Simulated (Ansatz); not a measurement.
**CH7NSn: rotation by 120° about the N2–Sn3 bond, part 1 of 2**

How high is the barrier for the rotation by 120° about the N2–Sn3 bond? Relax the two ends, then run a nudged elastic band between them. SMILES of the start: C[NH][SnH3].

Method: RKS B3LYP/def2-SVP, in Ansatz 0.2.0.

## (1) The structure to begin with

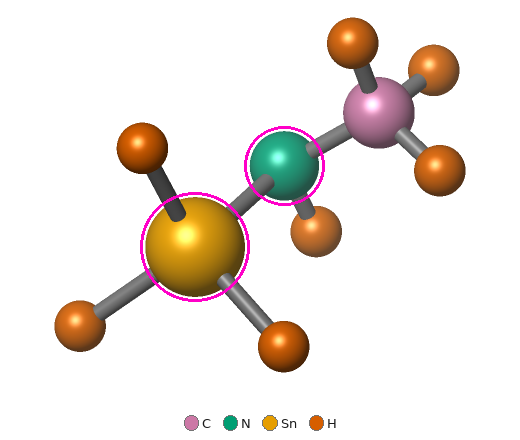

The starting structure, seen from a free direction (carbon pink, nitrogen teal, tin amber, hydrogen orange). Ringed: N2, Sn3.

As a file:

```xyz
10

C    -0.8787    0.6854   -0.8095
N    -0.4670   -0.6352   -0.5928
Sn    0.7916   -0.6231    1.0108
H    -1.5319    0.7569   -1.7033
H    -1.4906    1.0853    0.0457
H    -0.0691    1.4245   -1.0218
H     0.1257   -0.9197   -1.4207
H     1.4724   -2.2267    1.2852
H    -0.0309   -0.0587    2.4898
H     2.1617    0.4601    0.7195
```

## (2) End point A

input.yaml

```yaml
crystal:
  periodic: [false, false, false]
  atoms:
    - { symbol: C, position_ang: [-0.8787, 0.6854, -0.8095] }
    - { symbol: "N", position_ang: [-0.467, -0.6352, -0.5928] }
    - { symbol: Sn, position_ang: [0.7916, -0.6231, 1.0108] }
    - { symbol: H, position_ang: [-1.5319, 0.7569, -1.7033] }
    - { symbol: H, position_ang: [-1.4906, 1.0853, 0.0457] }
    - { symbol: H, position_ang: [-0.0691, 1.4245, -1.0218] }
    - { symbol: H, position_ang: [0.1257, -0.9197, -1.4207] }
    - { symbol: H, position_ang: [1.4724, -2.2267, 1.2852] }
    - { symbol: H, position_ang: [-0.0309, -0.0587, 2.4898] }
    - { symbol: H, position_ang: [2.1617, 0.4601, 0.7195] }
basis:
  gaussian: { orbitals: def2-SVP }
hamiltonian:
  xc: b3lyp
relax:
  f_tol: 0.015
  max_steps: 40
output:
  orbitals: {}
```

Started as:

```sh
$ ansatz run input.yaml --threads 1 --pin off --max-ram 2048MiB --backend cpu --events-out ev --progress --plain --runs-dir out
```

What it wrote, shortened:

```text
Warning: RAYON_NUM_THREADS=1 ignored (pool sized by the plan → 1); use --threads N
[...]
Functional definition: B3LYP
[...]
1082 factors; integrals over basis functions are off by at most 2.7e-4 eV
[...]
mean field -8471.28412302 eV, -311.3139494783 hartree, gradient 1.5e-5 eV, S^2 0.000000; 0 other end points of the search recorded, 0 dependent functions left out
[...]
reference -8471.28438437 eV, -311.3139590828 hartree; 21, 21 occupied and 68, 68 virtual orbitals, 1082 factors
relax step   1: F+E_penalty+E_count = -8471.28412302 eV  Δ(F+E_penalty+E_count) = +0.000e0 eV  max|allowed force component| = 2.430e0 eV/Å  Δτ_max = 0.0000 Å  (25 SCF iters, accepted)
[...]
relax step   6: F+E_penalty+E_count = -8471.61269631 eV  Δ(F+E_penalty+E_count) = -1.794e-3 eV  max|allowed force component| = 4.651e-2 eV/Å  Δτ_max = 0.0423 Å  (28 SCF iters, accepted)
[...]
relax step   7: F+E_penalty+E_count = -8471.61306673 eV  Δ(F+E_penalty+E_count) = -3.704e-4 eV  max|allowed force component| = 5.723e-3 eV/Å  Δτ_max = 0.0114 Å  (23 SCF iters, accepted)
1082 factors; integrals over basis functions are off by at most 3.4e-4 eV
[...]
mean field -8471.61306673 eV, -311.3260379368 hartree, gradient 7.8e-6 eV, S^2 0.000000; 1 other end points of the search recorded, 0 dependent functions left out
[...]
reference -8471.61333377 eV, -311.3260477503 hartree; 21, 21 occupied and 68, 68 virtual orbitals, 1082 factors
Total energy: -8471.61333377 eV, -311.3260477503 hartree
Atom 0 at    -0.925895     0.767102    -0.903238 Å, force     0.005723     0.000004     0.000942 eV/Å
Atom 1 at    -0.311368    -0.496034    -0.527608 Å, force    -0.002476    -0.003245     0.000751 eV/Å
Atom 2 at     0.928520    -0.632339     1.110427 Å, force    -0.000053     0.002052     0.001960 eV/Å
Atom 3 at    -1.718877     0.602556    -1.655700 Å, force    -0.001635     0.000045    -0.002580 eV/Å
Atom 4 at    -1.419490     1.223286    -0.027844 Å, force    -0.000391     0.002073     0.000808 eV/Å
Atom 5 at    -0.237082     1.533609    -1.320320 Å, force    -0.000466    -0.001300     0.001569 eV/Å
Atom 6 at     0.063082    -0.986587    -1.338071 Å, force    -0.001320     0.000754    -0.002618 eV/Å
Atom 7 at     1.429818    -2.274467     1.170840 Å, force     0.001377     0.000096     0.000159 eV/Å
Atom 8 at    -0.034723    -0.200145     2.466678 Å, force     0.000637    -0.000710    -0.000651 eV/Å
Atom 9 at     2.309216     0.411819     1.027736 Å, force    -0.001394     0.000231    -0.000340 eV/Å
Dipole moment:     0.100803     0.052247    -0.111291 e Å
```

Wall time 34 s (1 thread of an x86-64 CPU, shared host); peak memory 0.2 GiB.

Relaxation path:

| step | energy from step 1 (eV) | largest force component (eV/Å) |
| --- | --- | --- |
| 1 | 0.0000 | 2.4297 |
| 2 | -0.2171 | 0.9771 |
| 3 | -0.2981 | 0.5578 |
| 4 | -0.3155 | 0.4937 |
| 5 | -0.3268 | 0.1486 |
| 6 | -0.3286 | 0.0465 |
| 7 | -0.3289 | 0.0057 |

Step 1 is the start.

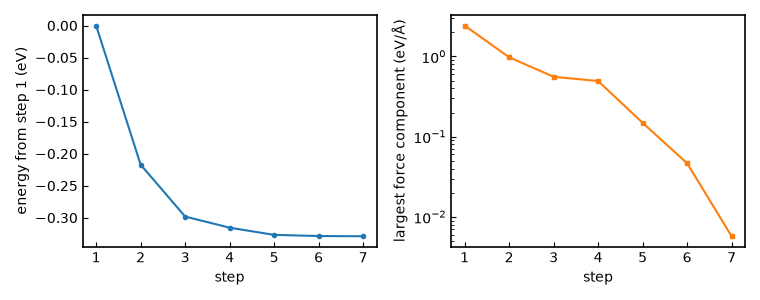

Energy and largest force along the relaxation.

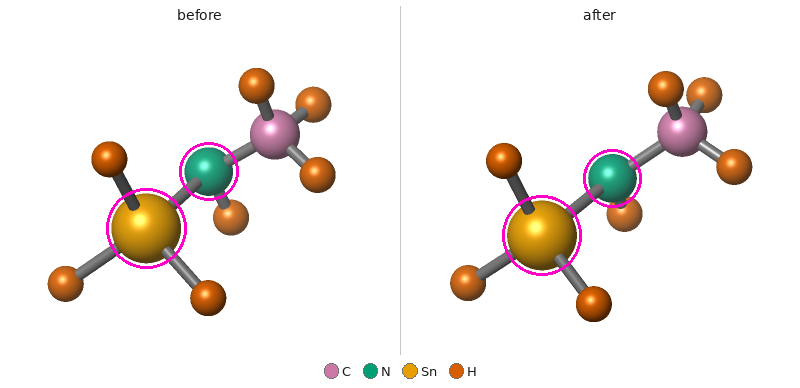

The structure before (left) and after (right), drawn at the same scale.

After: Bond lengths: C1–N2 1.454 Å, N2–Sn3 2.059 Å, C1–H4 1.105 Å, C1–H5 1.104 Å, C1–H6 1.112 Å, N2–H7 1.019 Å, Sn3–H8 1.718 Å, Sn3–H9 1.719 Å, Sn3–H10 1.733 Å. Angles (14 of 15 angles, heavy atoms first): C1–N2–Sn3 121.2°, C1–N2–H7 111.6°, Sn3–N2–H7 112.3°, N2–C1–H4 110.5°, N2–C1–H5 110.1°, N2–C1–H6 115.7°, N2–Sn3–H8 105.5°, N2–Sn3–H9 105.9°, N2–Sn3–H10 113.7°, H4–C1–H5 106.3°, H4–C1–H6 107.0°, H5–C1–H6 106.8°, H8–Sn3–H9 112.1°, H8–Sn3–H10 110.2°.

## (3) Relaxing end B

The second end starts from a geometry with the move made by hand.

input.yaml, as its differences from that of step 2:

```diff
@@ -10,5 +10,5 @@
     - { symbol: H, position_ang: [0.1257, -0.9197, -1.4207] }
-    - { symbol: H, position_ang: [1.4724, -2.2267, 1.2852] }
-    - { symbol: H, position_ang: [-0.0309, -0.0587, 2.4898] }
-    - { symbol: H, position_ang: [2.1617, 0.4601, 0.7195] }
+    - { symbol: H, position_ang: [2.12539, 0.50135, 0.75211] }
+    - { symbol: H, position_ang: [1.43623, -2.25055, 1.35485] }
+    - { symbol: H, position_ang: [-0.05575, -0.07003, 2.46389] }
 basis:
@@ -20,3 +20 @@
   max_steps: 40
-output:
-  orbitals: {}
```

Started as:

```sh
$ ansatz run input.yaml --threads 1 --pin off --max-ram 2048MiB --backend cpu --events-out ev --progress --plain --runs-dir out
```

What it wrote, shortened:

```text
Warning: RAYON_NUM_THREADS=1 ignored (pool sized by the plan → 1); use --threads N
[...]
[... 1 set-up line as earlier in the session ...]
[...]
1080 factors; integrals over basis functions are off by at most 3.1e-4 eV
[...]
mean field -8471.28883554 eV, -311.3141226602 hartree, gradient 1.5e-5 eV, S^2 0.000000; 0 other end points of the search recorded, 0 dependent functions left out
[...]
reference -8471.28909663 eV, -311.3141322553 hartree; 21, 21 occupied and 68, 68 virtual orbitals, 1080 factors
relax step   1: F+E_penalty+E_count = -8471.28883554 eV  Δ(F+E_penalty+E_count) = +0.000e0 eV  max|allowed force component| = 2.429e0 eV/Å  Δτ_max = 0.0000 Å  (25 SCF iters, accepted)
[...]
relax step   3: F+E_penalty+E_count = -8471.58531045 eV  Δ(F+E_penalty+E_count) = -8.051e-2 eV  max|allowed force component| = 5.536e-1 eV/Å  Δτ_max = 0.1034 Å  (28 SCF iters, accepted)
[...]
Total energy: -8471.61336653 eV, -311.3260489543 hartree
Atom 0 at    -0.924154     0.766534    -0.906821 Å, force    -0.001498     0.002309     0.003379 eV/Å
Atom 1 at    -0.323453    -0.499420    -0.518074 Å, force    -0.005954     0.009298     0.010873 eV/Å
Atom 2 at     0.906422    -0.629330     1.128478 Å, force    -0.000128    -0.000230     0.001793 eV/Å
Atom 3 at    -1.704610     0.604764    -1.672834 Å, force    -0.001109    -0.000288    -0.000979 eV/Å
Atom 4 at    -1.430763     1.227267    -0.041137 Å, force     0.001434     0.000791    -0.000745 eV/Å
Atom 5 at    -0.224094     1.528657    -1.313140 Å, force     0.000074    -0.002235     0.000077 eV/Å
Atom 6 at     0.055484    -0.995996    -1.322335 Å, force     0.007308    -0.008757    -0.014080 eV/Å
Atom 7 at     2.278786     0.426184     1.055020 Å, force     0.000225    -0.000037    -0.001689 eV/Å
Atom 8 at     1.419077    -2.267847     1.189934 Å, force     0.001319    -0.000483     0.000679 eV/Å
Atom 9 at    -0.066824    -0.205943     2.480159 Å, force    -0.001673    -0.000369     0.000692 eV/Å
Dipole moment:     0.102986     0.051277    -0.111280 e Å
```

It took 53 s on 1 thread of an x86-64 CPU, shared host; peak memory 0.26 GiB.

Step by step:

| step | energy from step 1 (eV) | largest force component (eV/Å) |
| --- | --- | --- |
| 1 | 0.0000 | 2.4294 |
| 2 | -0.2160 | 0.9606 |
| 3 | -0.2965 | 0.5536 |
| 4 | -0.3057 | 0.7014 |
| 5 | -0.3221 | 0.1896 |
| 6 | -0.3231 | 0.0640 |
| 7x | -0.3040 | 0.3440 |
| 8 | -0.3241 | 0.0111 |
| 9 | -0.3241 | 0.0268 |
| 10 | -0.3242 | 0.0199 |
| 11 | -0.3243 | 0.0141 |

Step 1 is the start. 1 step was tried and not accepted (marked x).

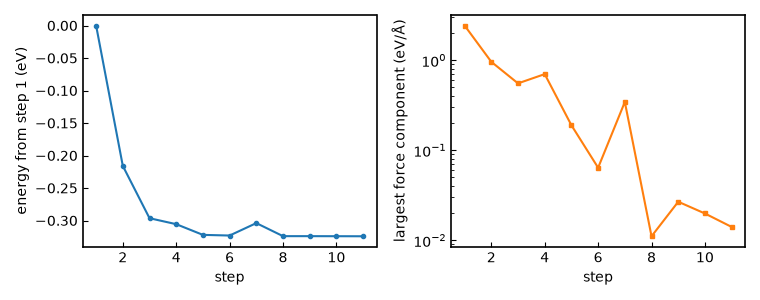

How energy and force went from step to step.

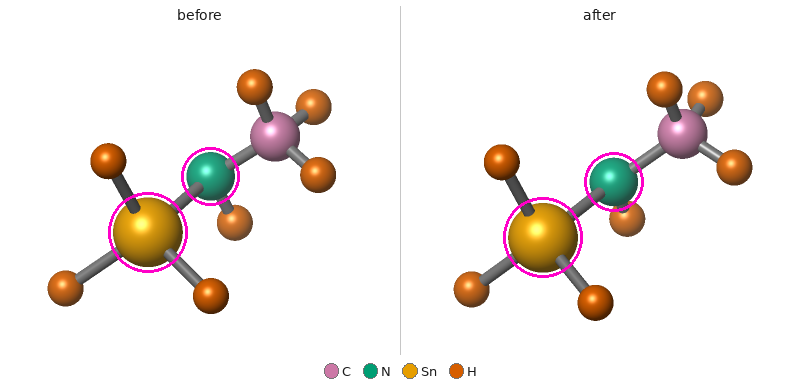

The structure before (left) and after (right), drawn at the same scale.

After: Bond lengths: C1–N2 1.454 Å, N2–Sn3 2.059 Å, C1–H4 1.105 Å, C1–H5 1.104 Å, C1–H6 1.112 Å, N2–H7 1.018 Å, Sn3–H8 1.733 Å, Sn3–H9 1.718 Å, Sn3–H10 1.719 Å. Angles (14 of 15 angles, heavy atoms first): C1–N2–Sn3 121.0°, C1–N2–H7 111.5°, Sn3–N2–H7 112.2°, N2–C1–H4 110.5°, N2–C1–H5 110.1°, N2–C1–H6 115.7°, N2–Sn3–H8 113.6°, N2–Sn3–H9 105.5°, N2–Sn3–H10 106.0°, H4–C1–H5 106.3°, H4–C1–H6 107.0°, H5–C1–H6 106.8°, H8–Sn3–H9 110.3°, H8–Sn3–H10 109.4°.

## (4) Nudged elastic band

crystal.atoms is end A as relaxed above, and neb.final_atoms is end B, turned to lie on A. With 7 inner images the band has 9 in all. The start path is listed, through a guess of the saddle.

input.yaml

```yaml
crystal:
  periodic: [false, false, false]
  atoms:
    - { symbol: C, position_ang: [-0.925895, 0.767102, -0.903238] }
    - { symbol: "N", position_ang: [-0.311368, -0.496034, -0.527608] }
    - { symbol: Sn, position_ang: [0.92852, -0.632339, 1.110427] }
    - { symbol: H, position_ang: [-1.718877, 0.602556, -1.6557] }
    - { symbol: H, position_ang: [-1.41949, 1.223286, -0.027844] }
    - { symbol: H, position_ang: [-0.237082, 1.533609, -1.32032] }
    - { symbol: H, position_ang: [0.063082, -0.986587, -1.338071] }
    - { symbol: H, position_ang: [1.429818, -2.274467, 1.17084] }
    - { symbol: H, position_ang: [-0.034723, -0.200145, 2.466678] }
    - { symbol: H, position_ang: [2.309216, 0.411819, 1.027736] }
basis:
  gaussian: { orbitals: def2-SVP }
hamiltonian:
  xc: b3lyp
neb:
  order_check: false
  images: 7
  f_tol: 0.05
  max_iterations: 35
  final_atoms:
    - { symbol: C, position_ang: [-0.64539572, 0.73426528, -1.14368985] }
    - { symbol: "N", position_ang: [-0.7677787, -0.1567337, -0.00099625] }
    - { symbol: Sn, position_ang: [0.85845193, -0.5906083, 1.18548147] }
    - { symbol: H, position_ang: [-1.64479966, 1.01002135, -1.52736596] }
    - { symbol: H, position_ang: [-0.15984004, 1.67737814, -0.83855023] }
    - { symbol: H, position_ang: [-0.06540352, 0.33773795, -2.00530794] }
    - { symbol: H, position_ang: [-1.30957473, -0.98768202, -0.23121068] }
    - { symbol: H, position_ang: [2.18781573, -1.28249753, 0.31544124] }
    - { symbol: H, position_ang: [0.2818946, -1.6957028, 2.36771569] }
    - { symbol: H, position_ang: [1.3478311, 0.90262163, 1.8813825] }
  initial_path:
    images:
      - { positions_ang: [[-0.925895, 0.767102, -0.903238], [-0.311368, -0.496034, -0.527608], [0.92852, -0.632339, 1.110427], [-1.718877, 0.602556, -1.6557], [-1.41949, 1.223286, -0.027844], [-0.237082, 1.533609, -1.32032], [0.063082, -0.986587, -1.338071], [1.429818, -2.274467, 1.17084], [-0.034723, -0.200145, 2.466678], [2.309216, 0.411819, 1.027736]] }
      - { positions_ang: [[-0.87422314, 0.75744255, -0.90705797], [-0.43053204, -0.50166489, -0.46709493], [0.87634742, -0.62117262, 1.10397266], [-1.66095714, 0.65529218, -1.67040526], [-1.29548198, 1.31171039, -0.07302913], [-0.1193768, 1.38930554, -1.35373811], [-0.09067994, -1.05295732, -1.25589287], [1.54600355, -2.16413603, 1.04346941], [-0.00089684, -0.37037259, 2.53293679], [2.1329979, 0.5453528, 1.04973941]] }
      - { positions_ang: [[-0.82255127, 0.7477831, -0.91087794], [-0.54969608, -0.50729579, -0.40658186], [0.82417484, -0.61000624, 1.09751833], [-1.60303727, 0.70802836, -1.68511053], [-1.17147397, 1.40013477, -0.11821426], [-0.00167161, 1.24500208, -1.38715623], [-0.24444189, -1.11932765, -1.17371473], [1.6621891, -2.05380507, 0.91609881], [0.03292933, -0.54060017, 2.59919558], [1.95677981, 0.67888661, 1.07174282]] }
      - { positions_ang: [[-0.77087941, 0.73812365, -0.9146979], [-0.66886011, -0.51292668, -0.34606879], [0.77200226, -0.59883986, 1.09106399], [-1.54511741, 0.76076453, -1.69981579], [-1.04746595, 1.48855916, -0.16339939], [0.11603359, 1.10069862, -1.42057434], [-0.39820383, -1.18569797, -1.0915366], [1.77837466, -1.9434741, 0.78872822], [0.06675549, -0.71082776, 2.66545438], [1.78056171, 0.81242041, 1.09374623]] }
      - { positions_ang: [[-0.71920754, 0.72846421, -0.91851787], [-0.78802415, -0.51855758, -0.28555572], [0.71982968, -0.58767348, 1.08460965], [-1.48719755, 0.81350071, -1.71452106], [-0.92345794, 1.57698354, -0.20858452], [0.23373879, 0.95639516, -1.45399246], [-0.55196577, -1.2520683, -1.00935846], [1.89456021, -1.83314314, 0.66135763], [0.10058166, -0.88105534, 2.73171317], [1.60434361, 0.94595421, 1.11574964]] }
      - { positions_ang: [[-0.70075458, 0.72991447, -0.97481087], [-0.78296279, -0.42810161, -0.21441585], [0.75448525, -0.58840719, 1.10982761], [-1.52659808, 0.86263087, -1.66773228], [-0.73255346, 1.60208219, -0.36607595], [0.15895321, 0.80173086, -1.59182133], [-0.74136801, -1.18597173, -0.81482152], [1.96787409, -1.69548174, 0.57487853], [0.14590989, -1.08471721, 2.6407138], [1.54021548, 0.93512107, 1.30715786]] }
      - { positions_ang: [[-0.68230163, 0.73136474, -1.03110386], [-0.77790142, -0.33764564, -0.14327598], [0.78914081, -0.58914089, 1.13504556], [-1.56599861, 0.91176103, -1.62094351], [-0.54164899, 1.62718084, -0.52356738], [0.08416763, 0.64706656, -1.7296502], [-0.93077025, -1.11987516, -0.62028457], [2.04118797, -1.55782034, 0.48839943], [0.19123813, -1.28837907, 2.54971443], [1.47608736, 0.92428792, 1.49856607]] }
      - { positions_ang: [[-0.66384867, 0.73281501, -1.08739686], [-0.77284006, -0.24718967, -0.07213611], [0.82379637, -0.5898746, 1.16026352], [-1.60539913, 0.96089119, -1.57415473], [-0.35074451, 1.65227949, -0.6810588], [0.00938205, 0.49240225, -1.86747907], [-1.12017249, -1.05377859, -0.42574763], [2.11450185, -1.42015893, 0.40192034], [0.23656637, -1.49204094, 2.45871506], [1.41195923, 0.91345478, 1.68997429]] }
      - { positions_ang: [[-0.64539572, 0.73426528, -1.14368985], [-0.7677787, -0.1567337, -0.00099625], [0.85845193, -0.5906083, 1.18548147], [-1.64479966, 1.01002135, -1.52736596], [-0.15984004, 1.67737814, -0.83855023], [-0.06540352, 0.33773795, -2.00530794], [-1.30957473, -0.98768202, -0.23121068], [2.18781573, -1.28249753, 0.31544124], [0.2818946, -1.6957028, 2.36771569], [1.3478311, 0.90262163, 1.8813825]] }
```

Started as:

```sh
$ ansatz run input.yaml --threads 1 --pin off --max-ram 2048MiB --backend cpu --events-out ev --progress --plain --runs-dir out
```

What it wrote, shortened:

```text
Warning: RAYON_NUM_THREADS=1 ignored (pool sized by the plan → 1); use --threads N
[...]
[... 1 set-up line as earlier in the session ...]
[...]
1078 factors; integrals over basis functions are off by at most 3.2e-4 eV
[...]
mean field -8471.61306915 eV, -311.3260380259 hartree, gradient 9.8e-6 eV, S^2 0.000000; 0 other end points of the search recorded, 0 dependent functions left out
[...]
reference -8471.61333612 eV, -311.3260478368 hartree; 21, 21 occupied and 68, 68 virtual orbitals, 1078 factors
1078 factors; integrals over basis functions are off by at most 9.1e-4 eV
[...]
mean field -8471.61311240 eV, -311.3260396150 hartree, gradient 1.1e-5 eV, S^2 0.000000; 0 other end points of the search recorded, 0 dependent functions left out
[...]
reference -8471.61337777 eV, -311.3260493674 hartree; 21, 21 occupied and 68, 68 virtual orbitals, 1078 factors
[...]
Atom 0 at    -0.742314     0.798997    -1.047965 Å, force     0.006460    -0.014704     0.020548 eV/Å
Atom 1 at    -0.577064    -0.435529    -0.296267 Å, force    -0.011377    -0.012888    -0.010738 eV/Å
Atom 2 at     0.833528    -0.623254     1.192808 Å, force     0.005328    -0.002447    -0.001391 eV/Å
Atom 3 at    -1.694760     0.782610    -1.609173 Å, force    -0.003565     0.005912    -0.001570 eV/Å
Atom 4 at    -0.803734     1.659347    -0.360959 Å, force     0.002809     0.005411    -0.005319 eV/Å
Atom 5 at     0.061954     1.028259    -1.779842 Å, force    -0.000027     0.005344    -0.006359 eV/Å
Atom 6 at    -0.614710    -1.251624    -0.903946 Å, force     0.007413     0.009240     0.007500 eV/Å
Atom 7 at     1.963528    -1.863717     0.787178 Å, force     0.003465    -0.001513    -0.004141 eV/Å
Atom 8 at     0.036801    -1.045012     2.658637 Å, force    -0.009087     0.001038     0.005245 eV/Å
Atom 9 at     1.619972     0.898722     1.362430 Å, force    -0.001419     0.004606    -0.003775 eV/Å
Dipole moment:     0.091461    -0.027986    -0.127876 e Å
this run last wrote the band of iteration 7 to <dir>
```

Wall time 5.7 min (1 thread of an x86-64 CPU, shared host); peak memory 0.26 GiB.

(Continued in part 2 of 2.)
